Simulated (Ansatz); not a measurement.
C2H6O2Zn (SMILES C[O][Zn][O]C)

```yaml
atoms:
  - { symbol: C, position_ang: [-0.7154, -0.8909, 2.4920] }
  - { symbol: O, position_ang: [0.0394, 0.1198, 1.8822] }
  - { symbol: Zn, position_ang: [0.5269, 0.1591, 0.1880] }
  - { symbol: O, position_ang: [1.1874, 0.2510, -1.4443] }
  - { symbol: C, position_ang: [0.5594, 0.8438, -2.5476] }
  - { symbol: H, position_ang: [-0.8586, -0.6277, 3.5457] }
  - { symbol: H, position_ang: [-1.7120, -1.0078, 2.0451] }
  - { symbol: H, position_ang: [-0.2185, -1.8700, 2.4630] }
  - { symbol: H, position_ang: [-0.3998, 0.3706, -2.7978] }
  - { symbol: H, position_ang: [1.2147, 0.7344, -3.4187] }
  - { symbol: H, position_ang: [0.3765, 1.9177, -2.4074] }
```

Geometry: PBE0-D4/def2-TZVP.

Computed with RKS PBE0-D4/def2-TZVPP in Ansatz 0.2.0.

Q: Predict the electron density and electron localisation function between the atoms.

A: C–O (1.40 Å): ρ is about 2.1 e/Å³ halfway, with its minimum of 1.8 e/Å³ about 0.5 Å from C; the ELF peaks at about 0.90 between the atoms: a polar covalent bond.
Zn–O (1.76 Å): the density is about 0.94 e/Å³ at the midpoint; the ELF peaks at about 0.85 in the valence shell of O, 0.6 Å from its nucleus, and is about 0.25 at the midpoint.
C–H (1.10 Å): ρ at the midpoint is about 2 e/Å³; the ELF climbs to about 1 towards the hydrogen, as it does in any bond to H (an ordinary covalent bond to hydrogen).

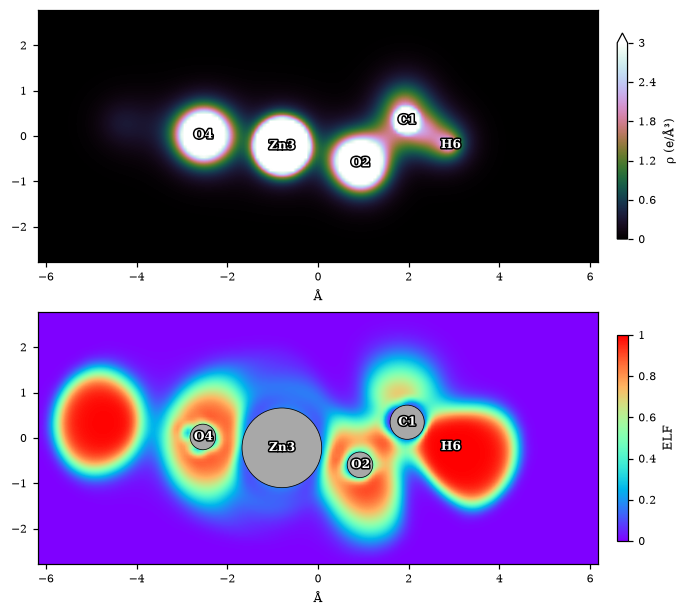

Computed electron density and electron localisation function on the plane of atoms C1, O2 and Zn3, in this order. Grey discs cover the atomic cores in the ELF map. 
